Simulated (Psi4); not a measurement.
# PN (phosphorus nitride): B3LYP/def2-QZVPP (sweep point 12)

What is the energy change on altering one bond length of PN (phosphorus nitride) at B3LYP/def2-QZVPP (sweep point 12)? 

The results are computed with Psi4 1.11.

### 1 Starting point

The species is PN (2 atoms), meant as a singlet with charge 0. As SMILES, `N#P`. The bond length is the measured one.

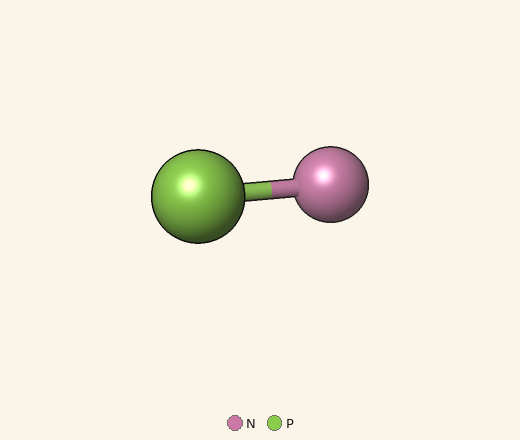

Viewed from a chosen angle; nitrogen pink, phosphorus green.

### 2 The energy at B3LYP/def2-QZVPP (sweep point 12)

Input file run.py:

```python
import psi4

psi4.set_memory('1600 MB')
psi4.set_num_threads(1)
psi4.set_output_file('psi4.out', False)

m = psi4.geometry("""
0 1
N      0.000000     0.000000     0.000000
P      0.000000     0.000000     1.490866
symmetry c1
""")

psi4.set_options(dict(basis='def2-QZVPP', reference='rks', puream=True, scf_type='pk', dft_radial_points=99, dft_spherical_points=590))

e_tot, wfn = psi4.energy("b3lyp", molecule=m, return_wfn=True)
print(f'b3lyp energy: {e_tot:.10f} Eh')
for k, v in sorted(psi4.core.scalar_variables().items()):
    print(f'{k:45s} {v:18.10f}')
```

Launch:

```sh
$ python run.py
```

psi4.out (excerpt; [...] marks lines left out):

```text
[...]
  Running in c1 symmetry.
[...]
  Nuclear repulsion =   37.269350243650337
[...]
  Multiplicity = 1
[...]
  Nalpha       = 11
  Nbeta        = 11
[...]
    Number of basis functions: 127
[...]
   @RKS iter   1:  -395.67904434389465   -5.52467e-02   7.98473e-03 ADIIS/DIIS
[...]
   @RKS iter   9:  -396.13174701964232   -4.98146e-08   3.05608e-07 DIIS
[...]
    Orbital Energies [Eh]
    ---------------------
    Doubly Occupied:
       1A    -77.099496     2A    -14.354821     3A     -6.594655
       4A     -4.755655     5A     -4.755655     6A     -4.750510
       7A     -0.855017     8A     -0.500137     9A     -0.339501
      10A     -0.339501    11A     -0.332275
[...]
  @RKS Final Energy:  -396.13174701964232
   => Energetics <=
    Nuclear Repulsion Energy =             37.2693502436503366
    One-Electron Energy =                -620.1442324537928243
    Two-Electron Energy =                 210.9889139558431452
    DFT Exchange-Correlation Energy =     -24.2457787653430152
    Empirical Dispersion Energy =           0.0000000000000000
    VV10 Nonlocal Energy =                  0.0000000000000000
    Total Energy =                       -396.1317470196423187
[...]
 Multipole Moments:
 ------------------------------------------------------------------------------------
     Multipole            Electronic (a.u.)      Nuclear  (a.u.)        Total (a.u.)
 ------------------------------------------------------------------------------------
 L = 1.  Multiply by 2.5417464519 to convert [e a0] to [Debye]
 Dipole X            :         -0.0000000            0.0000000           -0.0000000
 Dipole Y            :          0.0000000            0.0000000            0.0000000
 Dipole Z            :          1.5698956           -0.4240837            1.1458118
 Magnitude           :                                                    1.1458118
[...]
```

On the terminal:

```text
b3lyp energy: -396.1317470196 Eh
CURRENT ENERGY                                   -396.1317470196
CURRENT REFERENCE ENERGY                         -396.1317470196
DD SOLVATION ENERGY                                 0.0000000000
DFT FUNCTIONAL TOTAL ENERGY                      -396.1317470196
DFT TOTAL ENERGY                                 -396.1317470196
DFT VV10 ENERGY                                     0.0000000000
DFT XC ENERGY                                     -24.2457787653
GRID ELECTRONS ALPHA                               11.0000000284
GRID ELECTRONS BETA                                11.0000000284
GRID ELECTRONS TOTAL                               22.0000000568
NUCLEAR REPULSION ENERGY                           37.2693502437
ONE-ELECTRON ENERGY                              -620.1442324538
PCM POLARIZATION ENERGY                             0.0000000000
PE ENERGY                                           0.0000000000
SCF ITERATION ENERGY                             -396.1317470196
SCF ITERATIONS                                      9.0000000000
SCF TOTAL ENERGY                                 -396.1317470196
TWO-ELECTRON ENERGY                               210.9889139558
XC GRID RADIAL POINTS                              99.0000000000
XC GRID SPHERICAL POINTS                          590.0000000000
XC GRID TOTAL POINTS                           111918.0000000000
```

Run time: 18 s. Hardware: 1 thread of Intel Xeon Platinum 8259CL at 2.50GHz (Skylake/Cascade Lake), shared host; peak memory 0.86 GiB.

### 3 The distorted shape at the same level

Input file job.py:

```python
import psi4

psi4.set_memory(1600000000)
psi4.set_num_threads(1)
psi4.core.set_output_file('psi4.out', False)

mol = psi4.geometry("""
0 1
N      0.000000     0.000000    -0.298134
P      0.000000     0.000000     1.490866
units angstrom
symmetry c1
""")

options = {'basis': 'def2-QZVPP', 'puream': True, 'scf_type': 'pk', 'dft_radial_points': 99, 'dft_spherical_points': 590}
psi4.set_options(options)

energy_value = psi4.energy('B3LYP')
print(f'total energy {energy_value:.8f} hartree = {energy_value * 27.211386:.5f} eV')
for k, v in sorted(psi4.core.scalar_variables().items()):
    print(f'{k:45s} {v:18.10f}')
```

Launch:

```sh
$ python job.py
```

psi4.out (excerpt; [...] marks lines left out):

```text
[...]
  Running in c1 symmetry.
[...]
  Nuclear repulsion =   31.058472398183344
[...]
  Multiplicity = 1
[...]
  Nalpha       = 11
  Nbeta        = 11
[...]
    Number of basis functions: 127
[...]
   @RKS iter   1:  -395.52929023249317   -2.05704e-01   8.23548e-03 ADIIS/DIIS
[...]
   @RKS iter  10:  -396.06054188770321   -4.20739e-08   2.24503e-07 DIIS
[...]
    Orbital Energies [Eh]
    ---------------------
    Doubly Occupied:
       1A    -77.141982     2A    -14.406358     3A     -6.625990
       4A     -4.787404     5A     -4.787404     6A     -4.783031
       7A     -0.787315     8A     -0.540700     9A     -0.333635
      10A     -0.306139    11A     -0.306139
[...]
  @RKS Final Energy:  -396.06054188770321
   => Energetics <=
    Nuclear Repulsion Energy =             31.0584723981833442
    One-Electron Energy =                -607.4205401991875988
    Two-Electron Energy =                 204.4032500937425993
    DFT Exchange-Correlation Energy =     -24.1017241804415079
    Empirical Dispersion Energy =           0.0000000000000000
    VV10 Nonlocal Energy =                  0.0000000000000000
    Total Energy =                       -396.0605418877032093
[...]
 Multipole Moments:
 ------------------------------------------------------------------------------------
     Multipole            Electronic (a.u.)      Nuclear  (a.u.)        Total (a.u.)
 ------------------------------------------------------------------------------------
 L = 1.  Multiply by 2.5417464519 to convert [e a0] to [Debye]
 Dipole X            :         -0.0000000            0.0000000           -0.0000000
 Dipole Y            :         -0.0000000            0.0000000           -0.0000000
 Dipole Z            :          1.6119481           -0.5088893            1.1030588
 Magnitude           :                                                    1.1030588
[...]
```

The script printed:

```text
total energy -396.06054189 hartree = -10777.35628 eV
CURRENT ENERGY                                   -396.0605418877
CURRENT REFERENCE ENERGY                         -396.0605418877
DD SOLVATION ENERGY                                 0.0000000000
DFT FUNCTIONAL TOTAL ENERGY                      -396.0605418877
DFT TOTAL ENERGY                                 -396.0605418877
DFT VV10 ENERGY                                     0.0000000000
DFT XC ENERGY                                     -24.1017241804
GRID ELECTRONS ALPHA                               10.9999999707
GRID ELECTRONS BETA                                10.9999999707
GRID ELECTRONS TOTAL                               21.9999999414
NUCLEAR REPULSION ENERGY                           31.0584723982
ONE-ELECTRON ENERGY                              -607.4205401992
PCM POLARIZATION ENERGY                             0.0000000000
PE ENERGY                                           0.0000000000
SCF ITERATION ENERGY                             -396.0605418877
SCF ITERATIONS                                     10.0000000000
SCF TOTAL ENERGY                                 -396.0605418877
TWO-ELECTRON ENERGY                               204.4032500937
XC GRID RADIAL POINTS                              99.0000000000
XC GRID SPHERICAL POINTS                          590.0000000000
XC GRID TOTAL POINTS                           112036.0000000000
```

Wall time 17 s (1 thread of Intel Xeon Platinum 8259CL at 2.50GHz (Skylake/Cascade Lake), shared host); peak memory 0.86 GiB.

### 4 What came out

At B3LYP/def2-QZVPP (sweep point 12):

```
                                                         quantity          value
                                        first shape: total energy  -396.13175 Eh
                                       first shape: dipole moment         2.91 D
                                         first shape: HOMO energy       -9.04 eV
                                         first shape: LUMO energy       -2.66 eV
                                       first shape: HOMO–LUMO gap        6.38 eV
                                    distorted shape: total energy  -396.06054 Eh
                                   distorted shape: dipole moment         2.80 D
                                     distorted shape: HOMO energy       -8.33 eV
                                     distorted shape: LUMO energy       -3.72 eV
                                   distorted shape: HOMO–LUMO gap        4.61 eV
energy change with the N1–P2 bond stretched from 1.491 to 1.789 Å       1.938 eV
```

What this shows: With the N1–P2 bond stretched from 1.491 to 1.789 Å the energy rises by 1.94 eV (45 kcal/mol). The first shape isn't relaxed at this level, so the change isn't measured from a minimum.
